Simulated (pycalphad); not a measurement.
Computed with pycalphad from the COST 507 light-alloy database (1999), at 1 atm. The database dates from 1999; later assessments differ in places, in temperatures and in the compounds included. Phase fractions are per mole of atoms.

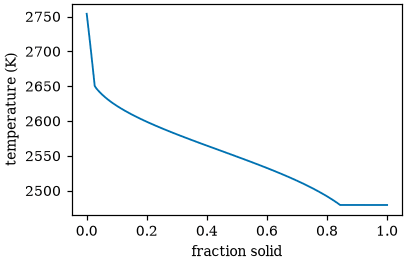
Fig. 1. Scheil-Gulliver solidification path of Hf-6.76C (at.%)

Question: Compare equilibrium and Scheil-Gulliver solidification of Hf-6.76C (at.%).

Answer: Both start at the liquidus, 2754 K. In full equilibrium the last liquid goes at 2560 K (range 194 K), and at 2500 K the alloy holds hcp. With no diffusion in the solid (Scheil-Gulliver, steps of 4 K) the liquid lasts to an invariant point at 2479 K (range 275 K), where the last 0.16 of it freezes; the solid then holds hcp 0.87, bcc 0.10, fcc 0.03.

| last step ahead of the change, T (K) | liquid left there | liquid composition there (at.%) | solids forming below it |
|---|---|---|---|
| 2754 | 1.00 | 6.8 C | fcc |
| 2650 | 0.97 | 6.0 C | hcp |
| 2479 | 0.16 | 1.4 C | bcc + hcp |
Solids once formed stay as they are in this model, so peritectic reactions do not proceed; the changes are located to one step.

The fcc model also describes the rock-salt carbide or nitride (TiC, TiN, HfC).
